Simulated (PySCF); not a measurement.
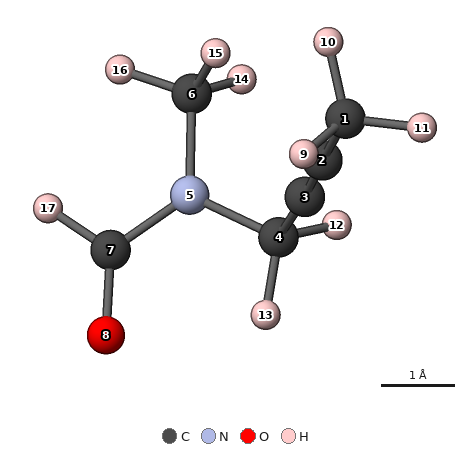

Fig. 1: The input geometry (ball-and-stick view, seen at a tilt; atoms are numbered from 1 in the order of the input).

**C6H9NO: excited-state calculation**

The run: excited-state calculation of C6H9NO, SMILES CC#CCN(C)C=O. Method and program: TDDFT PBE0/def2-SVPD, vertical, gas phase, core orbitals frozen in the response (PySCF 2.14.0).

The geometry comes from this level: GFN2-xTB.

### The program's output
```
coarse grid: 14248 points
cycle   1  E = -363.0977107902  dE =  1.212e+00  |g| = 8.244e-01  |ddm| = 9.012e+00
cycle   2  E = -362.5299386033  dE =  5.678e-01  |g| = 1.852e+00  |ddm| = 4.464e+00
cycle   3  E = -363.2386315751  dE = -7.087e-01  |g| = 1.694e-01  |ddm| = 2.820e+00
cycle   4  E = -363.2442602063  dE = -5.629e-03  |g| = 8.722e-02  |ddm| = 5.640e-01
cycle   5  E = -363.2457680860  dE = -1.508e-03  |g| = 3.616e-02  |ddm| = 1.670e-01
cycle   6  E = -363.2460498866  dE = -2.818e-04  |g| = 1.091e-02  |ddm| = 7.291e-02
cycle   7  E = -363.2460765217  dE = -2.664e-05  |g| = 3.811e-03  |ddm| = 2.236e-02
cycle   8  E = -363.2460796077  dE = -3.086e-06  |g| = 6.844e-04  |ddm| = 5.681e-03
final grid: 137800 points
cycle   9  E = -363.3021854380  dE = -2.959e-05  |g| = 1.117e-02  |ddm| = 1.432e-01
cycle  10  E = -363.3021206222  dE =  6.482e-05  |g| = 2.115e-02  |ddm| = 3.771e-02
cycle  11  E = -363.3022111078  dE = -9.049e-05  |g| = 2.754e-03  |ddm| = 2.353e-02
cycle  12  E = -363.3022127815  dE = -1.674e-06  |g| = 3.516e-04  |ddm| = 4.388e-03
cycle  13  E = -363.3022127969  dE = -1.536e-08  |g| = 2.537e-04  |ddm| = 8.173e-04
cycle  14  E = -363.3022128126  dE = -1.571e-08  |g| = 4.472e-05  |ddm| = 4.075e-04
cycle  15  E = -363.3022128131  dE = -4.600e-10  |g| = 1.149e-05  |ddm| = 1.380e-04
```

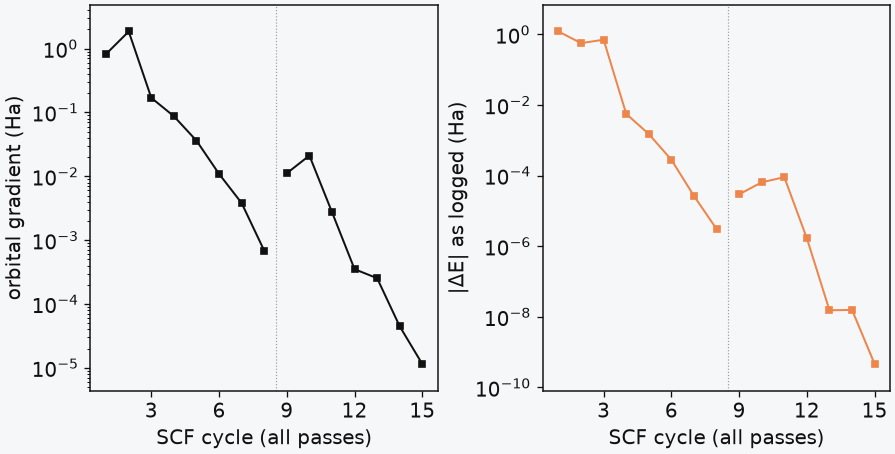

Fig. 2: Convergence of the self-consistent field: orbital gradient and size of the energy change against the SCF cycle. The dotted line marks the change from a coarse to the final integration grid. The first 8 cycles use a coarse grid, the final grid takes over at cycle 9, and the field converges after 15 cycles in all.

```
converged SCF energy = -363.3022128131

Static polarisability (au): isotropic 83.911, principal 67.523 76.846 107.365

Singlet excitations
state   eV       nm        f      main configurations
  1   5.7807    214.5   0.00076   H-1->L+1 0.53, H->L+1 0.10, H-3->L+1 0.09
  2   6.4522    192.2   0.00153   H-2->L+1 0.34, H-2->L+3 0.28, H-1->L+3 0.12
  3   6.6427    186.6   0.02588   H->L 0.84
  4   6.7497    183.7   0.09889   H->L+1 0.55, H-1->L 0.10
  5   6.7926    182.5   0.00663   H-1->L 0.56, H-2->L 0.18
  6   6.9414    178.6   0.01003   H-2->L 0.55

Triplet excitations (Tamm-Dancoff, eV): 5.1131 5.2525
```

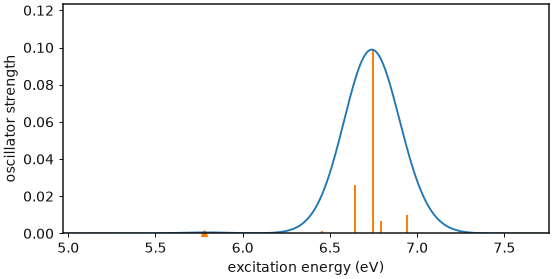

Fig. 3: Computed excitations as sticks (degenerate states added up, dark ones marked on the axis), with a Gaussian envelope of 0.35 eV full width at half maximum, scaled to the tallest. Of the 6 states the lowest lies at 5.78 eV (f = 0.001); the strongest line is at 6.75 eV, or 184 nm (f = 0.099).

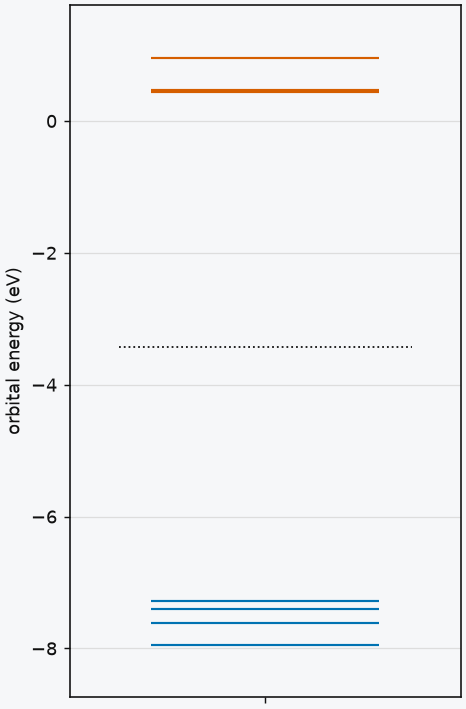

Fig. 4: Orbital energies near the frontier; the dotted line parts filled from empty levels, and levels within 0.02 eV of each other stand side by side. Highest filled −7.28 eV, lowest empty 0.43 eV, 7.71 eV apart.

The run was set up as follows.

### Input file
```
{"job": {"kind": "uv", "xc": "PBE0", "basis": "def2-SVPD", "nstates": 6, "ntriplets": 2}, "charge": 0, "multiplicity": 1}
C      3.282845    -0.280506     0.391206
C      1.923561    -0.069754    -0.054549
C      0.807396     0.103423    -0.456128
C     -0.574237     0.292765    -0.863538
N     -1.492975    -0.003647     0.223688
C     -1.419402     0.845788     1.381579
C     -2.325288    -1.051054     0.126087
O     -2.419096    -1.786514    -0.827912
H      3.531357    -1.339993     0.338563
H      3.396120     0.058608     1.420848
H      3.971491     0.276900    -0.242740
H     -0.725276     1.327523    -1.197383
H     -0.818813    -0.393425    -1.680627
H     -1.705999     1.869425     1.122784
H     -0.398749     0.859350     1.771469
H     -2.092120     0.476548     2.153123
H     -2.947814    -1.173407     1.033082
```

The first line tells a small driver script what to run in PySCF; the rest is the geometry in Å.

Launched with:
```bash
OMP_NUM_THREADS=1 python <driver script> task.json out
```

### Results in brief

```json
{"quantity": "outcome", "value": "converged"}
{"quantity": "total energy", "value": "−363.302213 hartree"}
{"quantity": "HOMO", "value": "−7.28 eV"}
{"quantity": "LUMO", "value": "0.43 eV"}
{"quantity": "dipole moment", "value": "4.34 D"}
{"quantity": "mean polarisability", "value": "83.91 a.u."}
{"quantity": "lowest singlet excitation", "value": "5.78 eV"}
{"quantity": "hardware", "value": "1 CPU thread, shared host"}
{"quantity": "wall time", "value": "35 s"}
{"quantity": "peak memory", "value": "0.96 GiB"}
```
